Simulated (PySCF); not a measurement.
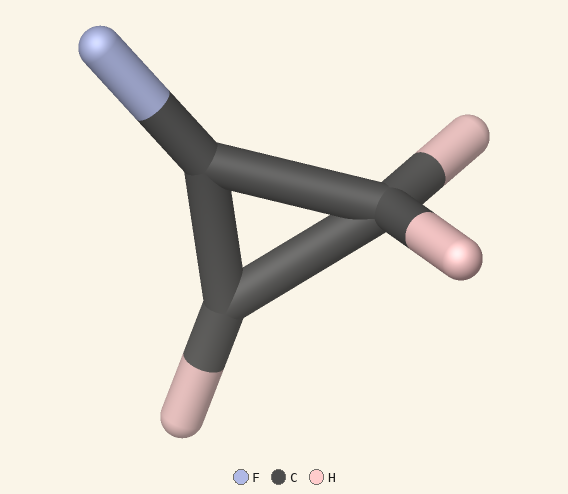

The computed structure is the end point of a PBE0-D3(BJ)/def2-SVP optimisation. No frequency run is at hand to confirm it as a minimum.

Draw it as a skeletal formula.

SMILES: FC1=CC1

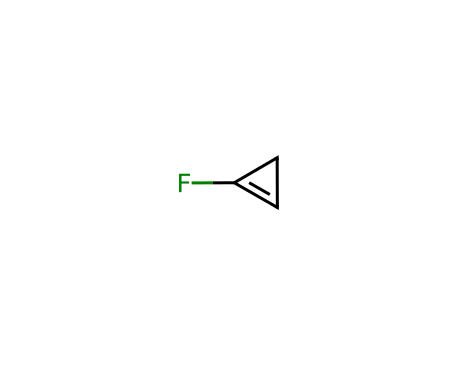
